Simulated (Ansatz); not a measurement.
The calculation's input:

```
crystal:
  periodic: [false, false, false]
  atoms:
    - {symbol: N, position_ang: [-0.559765, -1.176516, -1.689487]}
    - {symbol: Si, position_ang: [0.881773, -0.713106, -0.835955]}
    - {symbol: Cl, position_ang: [1.188868, 1.396562, -1.296743]}
    - {symbol: N, position_ang: [0.053545, -0.290308, 0.758827]}
    - {symbol: Si, position_ang: [0.134062, 1.029894, 1.733531]}
    - {symbol: H, position_ang: [-1.311768, -0.518643, -1.846585]}
    - {symbol: H, position_ang: [-0.433541, -1.767227, -2.496684]}
    - {symbol: H, position_ang: [-0.495682, -1.072226, 1.104069]}
    - {symbol: H, position_ang: [1.003787, 2.175496, 1.458175]}
    - {symbol: H, position_ang: [-0.378282, 0.884973, 3.113653]}
basis:
  gaussian: {orbitals: def2-TZVPP}
hamiltonian: {xc: pbe0, dispersion: d4}
output: {orbitals: {seedname: orbitals}}
```

Launched as:

```sh
ansatz run in.yaml --threads 4 --pin off --events-out ev --progress --plain --max-ram 10444MiB
```

Geometry: PBE0-D4/def2-TZVP.

Level of theory: RKS PBE0-D4/def2-TZVPP in Ansatz 0.2.0.

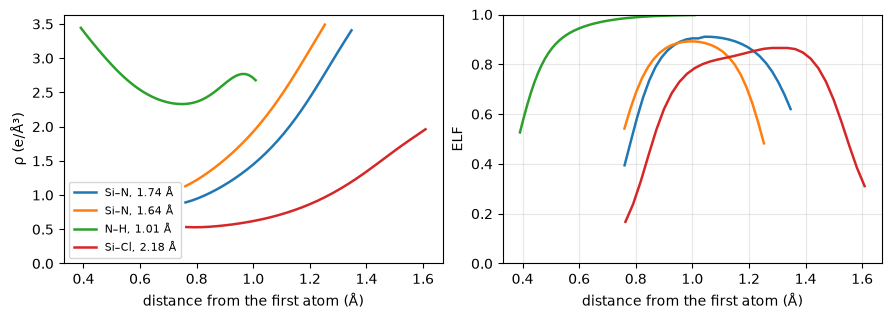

ClH5N2Si2. Total electron density and ELF along straight lines between neighbouring atoms. The curves leave out the atomic cores.

### Compare the contacts.

Si–N (1.74 Å): ρ is about 1.1 e/Å³ halfway; the ELF peaks at about 0.90 between the atoms (a shared but strongly polarised pair).
Si–N (1.64 Å): ρ at the midpoint is about 1.3 e/Å³; the ELF peaks at about 0.90 between the atoms; a short, strongly polar bond.
N–H (1.01 Å): ρ at the midpoint is about 2.9 e/Å³; the ELF climbs to about 1 towards the hydrogen, as it does in any bond to H; a covalent bond by its length.
Si–Cl (2.18 Å): ρ at the midpoint is about 0.71 e/Å³, with its minimum of 0.53 e/Å³ about 0.8 Å from Si; the ELF peaks at about 0.85 between the atoms (a polar covalent bond).
